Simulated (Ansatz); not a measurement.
System: N₂···H₄OSi.

```xyz
8

N    -1.2756   -1.6779   -3.1145
N    -0.7084   -1.3739   -2.2363
Si    0.2783    0.7882    1.1615
O     0.9505   -0.4769    0.3533
H    -1.0941    0.4690    1.6452
H     1.1634    1.0585    2.3178
H     0.1850    2.0043    0.3063
H     0.5009   -0.7913   -0.4334
```

Geometry: PBE0-D4/def2-TZVP.

Level of theory: RKS PBE0-D4/def2-TZVPPD (Ansatz).

Q: What can the converged electron density and electron localisation function tell about the bonding?

A: N2···H8 (2.25 Å): the density falls to about 0.09 e/Å³ on the way; the ELF dips to about 0.05 between them; a closed-shell contact with the geometry of a hydrogen bond.
N–N (1.09 Å): ρ is about 4.9 e/Å³ halfway; the ELF peaks at about 0.85 between the atoms; a short, multiple covalent bond.
Si–O (1.64 Å): ρ is about 1.2 e/Å³ halfway; the ELF peaks at about 0.85 between the atoms; a polar covalent bond.
O–H (0.96 Å): ρ is about 3.8 e/Å³ halfway; the ELF climbs to about 1 towards the hydrogen, as it does in any bond to H; an ordinary covalent bond to hydrogen.

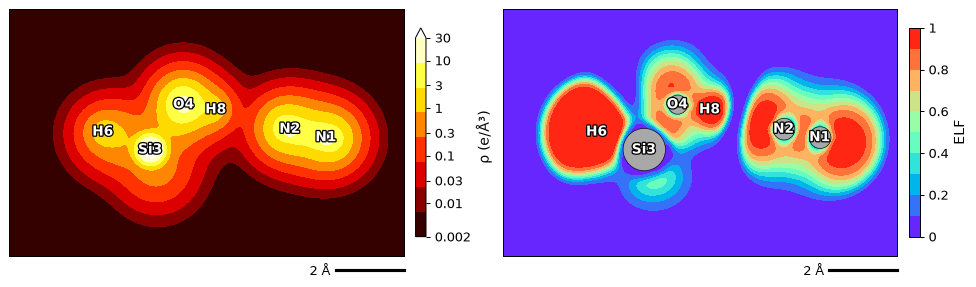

Computed electron density and electron localisation function on the plane of atoms O4, Si3 and H6, in this order. Grey discs cover the atomic cores in the ELF map. 
